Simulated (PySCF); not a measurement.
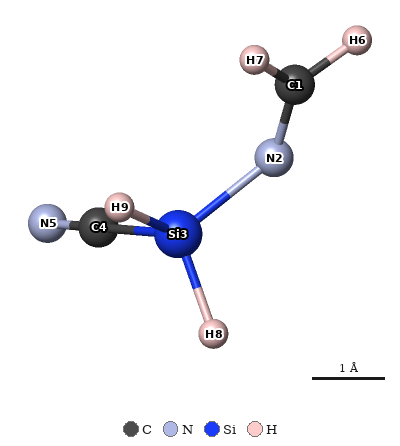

**Figure 1.** The structure (ball-and-stick view, seen at a tilt; atoms are numbered from 1 in the order of the input). Bond lengths as drawn: C–H 1.11 Å, C–N 1.16 to 1.26 Å, C–Si 1.86 Å, H–Si 1.48 to 1.50 Å and N–Si 1.75 Å.

# What a change does: NMR shielding calculation on C$_{2}$H$_{4}$N$_{2}$Si

System: C$_{2}$H$_{4}$N$_{2}$Si.
Method of run 1: GIAO PBE0/6-31G* NMR shielding, non-relativistic, gas phase (PySCF 2.14.0).

The geometry comes from this level: PBE0-D3(BJ)/def2-SVP. Text and figures count atoms from 1; the logs count them from 0 in places.

## Input, run 1
```
{"job": {"kind": "nmr", "xc": "PBE0", "basis": "6-31G*", "pop": true}, "charge": 0, "multiplicity": 1}
C     -1.847408    -0.214502    -0.408963
N     -0.663304     0.035196    -0.769654
Si     0.531843     0.855106     0.202311
C      1.917333    -0.354446     0.475425
N      2.783055    -1.101695     0.666276
H     -2.537540    -0.740453    -1.093892
H     -2.278843     0.058146     0.578471
H      1.087020     2.002752    -0.556961
H      0.049645     1.276171     1.553948
```

The first line tells a small driver script what to run in PySCF; the rest is the geometry in Å.

Launched with:
```bash
OMP_NUM_THREADS=1 python <driver script> task.json out
```

Hardware: 1 CPU thread, shared host.

## Output (run 1)
```
coarse grid: 8400 points
cycle   1  E = -477.2121587128  dE =  4.097e-01  |g| = 4.571e-01  |ddm| = 3.030e+00
cycle   2  E = -477.0660701015  dE =  1.461e-01  |g| = 9.213e-01  |ddm| = 1.116e+00
cycle   3  E = -477.2638605710  dE = -1.978e-01  |g| = 1.094e-01  |ddm| = 7.009e-01
cycle   4  E = -477.2656771974  dE = -1.817e-03  |g| = 6.722e-02  |ddm| = 1.217e-01
cycle   5  E = -477.2666061675  dE = -9.290e-04  |g| = 1.866e-02  |ddm| = 5.322e-02
cycle   6  E = -477.2666941649  dE = -8.800e-05  |g| = 2.068e-03  |ddm| = 1.723e-02
cycle   7  E = -477.2666952663  dE = -1.101e-06  |g| = 7.196e-04  |ddm| = 2.711e-03
final grid: 77816 points
cycle   8  E = -477.2174786711  dE = -1.254e-05  |g| = 5.579e-03  |ddm| = 1.362e-02
cycle   9  E = -477.2174738924  dE =  4.779e-06  |g| = 7.305e-03  |ddm| = 1.227e-02
cycle  10  E = -477.2174861312  dE = -1.224e-05  |g| = 1.931e-03  |ddm| = 7.111e-03
cycle  11  E = -477.2174869689  dE = -8.377e-07  |g| = 3.267e-04  |ddm| = 1.310e-03
cycle  12  E = -477.2174869868  dE = -1.791e-08  |g| = 1.742e-04  |ddm| = 3.390e-04
cycle  13  E = -477.2174869934  dE = -6.605e-09  |g| = 3.073e-05  |ddm| = 1.368e-04
cycle  14  E = -477.2174869937  dE = -2.681e-10  |g| = 6.727e-06  |ddm| = 3.568e-05
converged SCF energy = -477.2174869937

GIAO shielding tensors (ppm)
atom      isotropic    diamagn.    paramagn.     s11        s22        s33       span
  0 C       26.561     255.364    -228.803    -59.716      3.253    136.144    195.859
  1 N      -89.809     322.697    -412.506   -444.615   -115.182    290.371    734.986
  2 Si     453.398     882.928    -429.530    382.131    473.309    504.754    122.623
  3 C       83.317     259.190    -175.873    -19.742    -17.055    286.749    306.491
  4 N      -63.476     335.824    -399.300   -246.086   -239.812    295.469    541.555
  5 H       23.395      28.086      -4.691     22.785     23.333     24.066      1.281
  6 H       23.431      29.721      -6.290     21.547     22.855     25.889      4.342
  7 H       26.628      28.238      -1.610     24.488     24.891     30.507      6.020
  8 H       26.943      29.230      -2.287     24.384     25.507     30.938      6.554
```

For run 2 the input was changed thus:
```diff
-"basis": "6-31G*"
+"basis": "6-311+G(2d,p)"
```

How does run 2 compare with run 1?

The total energy of run 2 is 55.3 kcal/mol lower, which measures the change of basis and not a stability. The HOMO goes from −7.65 to −7.88 eV. The LUMO goes from −1.33 to −1.75 eV. The dipole moment goes from 4.43 to 4.65 D. Of all shieldings, the largest change is that of Si3, by −53.9 ppm. Diffuse functions give room to the loosely bound empty orbitals, which lowers the LUMO. The number of SCF iterations is the same. The basis functions go from 82 to 167.

## Output (run 2)
```
coarse grid: 8400 points
cycle   1  E = -477.2559820248  dE =  3.872e-01  |g| = 4.746e-01  |ddm| = 2.593e+00
cycle   2  E = -477.1034669822  dE =  1.525e-01  |g| = 9.525e-01  |ddm| = 9.960e-01
cycle   3  E = -477.3063068681  dE = -2.028e-01  |g| = 1.225e-01  |ddm| = 6.541e-01
cycle   4  E = -477.3081168552  dE = -1.810e-03  |g| = 7.770e-02  |ddm| = 1.154e-01
cycle   5  E = -477.3093039989  dE = -1.187e-03  |g| = 2.260e-02  |ddm| = 5.448e-02
cycle   6  E = -477.3094185084  dE = -1.145e-04  |g| = 2.560e-03  |ddm| = 1.689e-02
cycle   7  E = -477.3094200699  dE = -1.561e-06  |g| = 9.289e-04  |ddm| = 2.749e-03
final grid: 77816 points
cycle   8  E = -477.3056077071  dE = -2.108e-05  |g| = 5.610e-03  |ddm| = 2.981e-02
cycle   9  E = -477.3056021391  dE =  5.568e-06  |g| = 7.487e-03  |ddm| = 9.746e-03
cycle  10  E = -477.3056140206  dE = -1.188e-05  |g| = 2.095e-03  |ddm| = 5.931e-03
cycle  11  E = -477.3056149581  dE = -9.375e-07  |g| = 3.558e-04  |ddm| = 1.207e-03
cycle  12  E = -477.3056149755  dE = -1.741e-08  |g| = 2.206e-04  |ddm| = 3.368e-04
cycle  13  E = -477.3056149857  dE = -1.020e-08  |g| = 3.748e-05  |ddm| = 1.516e-04
cycle  14  E = -477.3056149861  dE = -3.619e-10  |g| = 8.532e-06  |ddm| = 3.716e-05
converged SCF energy = -477.3056149861

GIAO shielding tensors (ppm)
atom      isotropic    diamagn.    paramagn.     s11        s22        s33       span
  0 C        6.376     255.602    -249.226    -89.268    -18.291    126.686    215.955
  1 N     -128.663     311.204    -439.867   -505.477   -159.604    279.093    784.570
  2 Si     399.473     877.366    -477.893    330.171    414.559    453.688    123.518
  3 C       63.712     265.295    -201.583    -49.272    -46.563    286.970    336.242
  4 N      -92.830     321.522    -414.352   -288.976   -282.301    292.786    581.762
  5 H       22.655      29.404      -6.748     21.926     22.396     23.645      1.719
  6 H       22.597      30.491      -7.894     20.509     22.296     24.985      4.475
  7 H       26.098      27.533      -1.436     23.975     24.499     29.820      5.845
  8 H       26.340      28.291      -1.951     23.779     24.989     30.252      6.473
```

## The two runs side by side

| quantity | run 1 | run 2 |
| --- | --- | --- |
| outcome | converged | converged |
| total energy (hartree) | −477.217487 | −477.305615 |
| HOMO (eV) | −7.65 | −7.88 |
| LUMO (eV) | −1.33 | −1.75 |
| dipole moment (D) | 4.43 | 4.65 |
| shielding of C1 (ppm) | 26.6 | 6.4 |
| shielding of N2 (ppm) | −89.8 | −128.7 |
| shielding of Si3 (ppm) | 453.4 | 399.5 |
| shielding of C4 (ppm) | 83.3 | 63.7 |
| shielding of N5 (ppm) | −63.5 | −92.8 |
| shielding of H6 (ppm) | 23.4 | 22.7 |
| shielding of H7 (ppm) | 23.4 | 22.6 |
| SCF iterations | 14 | 14 |
| basis functions | 82 | 167 |
| wall time (shared host) | 4.4 s | 9.6 s |
